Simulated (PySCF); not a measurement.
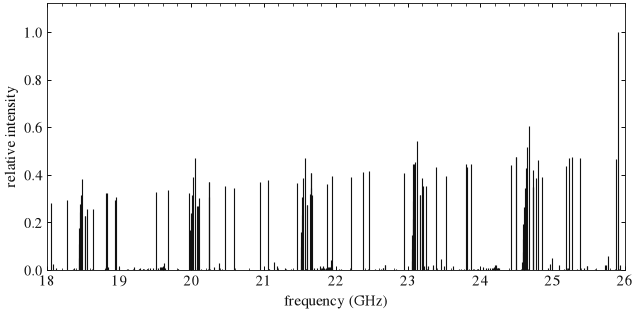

Simulated rotational absorption lines between 18 and 26 GHz at 10 K: rigid rotor with the equilibrium constants and dipole of one optimised conformer (PBE0-D3(BJ)/def2-SVP, PySCF), commonest isotopes; no centrifugal distortion, hyperfine structure, internal rotation or nuclear-spin weights; lines within 1 MHz of each other are summed.

Question: Which molecule gives this spectrum?
A. C₅H₁₆N₂Si₂, SMILES CCC(C)(C)[SiH]1N[SiH2]N1
B. CH₈GeN₂OSi, SMILES O=CN[SiH2][NH][GeH3], singlet
C. C₅H₁₃NSi₄, SMILES [SiH3][SiH2][SiH2][SiH2]c1ccccn1

Answer: Option A. Rotational constants A, B, C = 1.923, 0.8240, 0.7094 GHz, |μa|, |μb|, |μc| = 0.60, 0.05, 0.16 D.

Caveats: coarse grid, loose stop and no frequency check, small forces are noise and the end may be a saddle.
